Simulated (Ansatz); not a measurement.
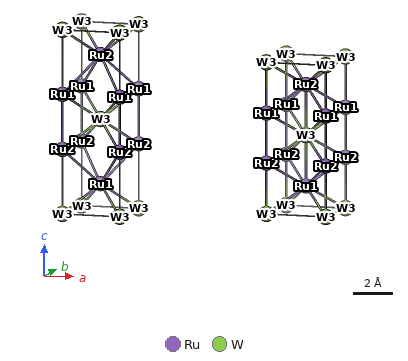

Two geometries of solid Ru2W (built on the MoSi2 (C11b)_139 type) (coarse preliminary run), drawn at one scale. One is the start of a relaxation, the other its converged end. Style: ball-and-stick. Shown: the conventional cell (2 times the calculation's cell), slightly off an axis. Lengths and directions refer to the drawn axes.

All numbers below come from Ansatz, DFT PBE, scalar-relativistic, plane waves, PAW. Settings: plane-wave cutoff 420 eV; k-point mesh 8 × 8 × 8; occupations gaussian; smearing width 0.1 eV; no spin polarisation; cell and atoms relaxed; force threshold 0.04 eV/Å; at most 70 steps.

### Which of the two is the end point?

The left one is the relaxed one. Case: MoSi2 (C11b) type (I4/mmm, No. 139). Over 10 accepted moves (12 points after the start) the energy falls by 0.706 eV per cell of the calculation. Largest force component: 0.5 eV/Å at the start, 0.035 eV/Å at the end. The pressure goes from 37.87 to −0.01 GPa. At 2 points the geometry stayed and the basis and grid were re-selected for the new cell (energy shift of 11.9 meV per cell of the calculation at most each time). The largest moves relative to the cell, 0.15 Å, are those of Ru1 and Ru2. Ru2 goes along +c. W stays in place. The drawn cell changes as follows: a = b 3.207 → 3.095 Å (−3.5 %), c 7.867 → 9.556 Å (+21.5 %); the volume changes by +13.1 %. Among the contacts that change: Ru1–W3 2.636 → 3.349 Å, Ru1–Ru2 2.633 → 2.912 Å, Ru1–Ru2 (another image) 2.596 → 2.857 Å, W3–W3 3.207 → 3.095 Å. The space group stays I4/mmm (No. 139).
